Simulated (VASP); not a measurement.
Band structure of Co (hcp). These are r2SCAN meta-GGA, VASP's PBE PAW potentials (set 64) (plane waves; VASP) values and carry that method's errors.

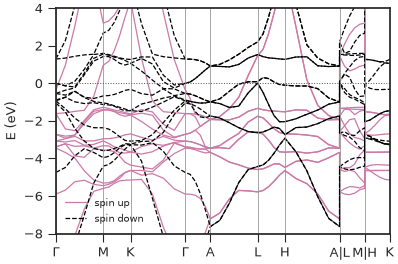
*Bands along high-symmetry lines, zero at the valence-band maximum or, without a gap, the Fermi level*

Question: Read the plot: is there a gap, and where are the band edges?

Answer: It has no gap at this level: it comes out as a metal or semimetal.

The compound is Co in the hcp structure. It was relaxed first.
